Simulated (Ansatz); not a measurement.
Reaction (SMILES): FOF → 2 F atom + O atom
B3LYP-D3(BJ)/def2-TZVP geometries, fixed; electronic energies without zero-point terms.

Basis-set convergence of the atomisation energy at MP2 with Ansatz (a program for electronic structure). Cartesian d functions, on some or all atoms, in 6-31G**, 6-31+G*; all else is spherical. Cores are frozen. A restricted Hartree-Fock determinant is unstable towards unrestricted orbitals. Open shells are unrestricted. No added dispersion term, no relativity. Functions are those of the species that has most. Reference: Hartree-Fock in aug-cc-pVQZ plus the correlation part extrapolated as X^-3 from aug-cc-pVTZ and aug-cc-pVQZ, 104.43 kcal/mol, itself unsure by roughly 0.85 kcal/mol (a third of the extrapolation step and of the last Hartree-Fock step). Deviations are taken from unrounded values.

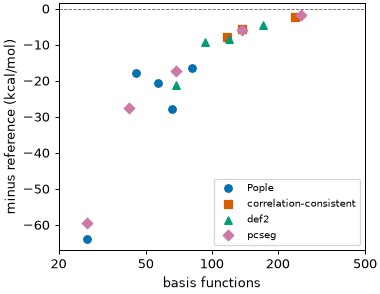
*Deviation from the reference against the number of basis functions, by family of sets.*

```
basis              functions  atomisation energy (kcal/mol)  minus reference (kcal/mol)
-----------------  ---------  -----------------------------  --------------------------
6-31G                     27                          40.58                      -63.85
pcseg-0                   27                          45.01                      -59.42
pcseg-1                   42                          76.87                      -27.56
6-31G**                   45                          86.69                      -17.74
6-31+G*                   57                          83.68                      -20.75
6-311+G**                 66                          76.54                      -27.89
aug-pcseg-1               69                          87.06                      -17.38
def2-SVPD                 69                          83.29                      -21.14
6-311++G(2d,2p)           81                          87.86                      -16.57
def2-TZVPP                93                          95.11                       -9.33
6-311++G(3df,3pd)        117                          96.52                       -7.91
jun-cc-pV(T+d)Z          117                          96.62                       -7.82
def2-TZVPPD              120                          96.11                       -8.32
aug-cc-pVTZ              138                          98.85                       -5.59
aug-pcseg-2              138                          98.60                       -5.84
def2-QZVPP               171                          99.87                       -4.56
aug-cc-pVQZ              240                         102.02                       -2.41
aug-pcseg-3              255                         102.82                       -1.61
```
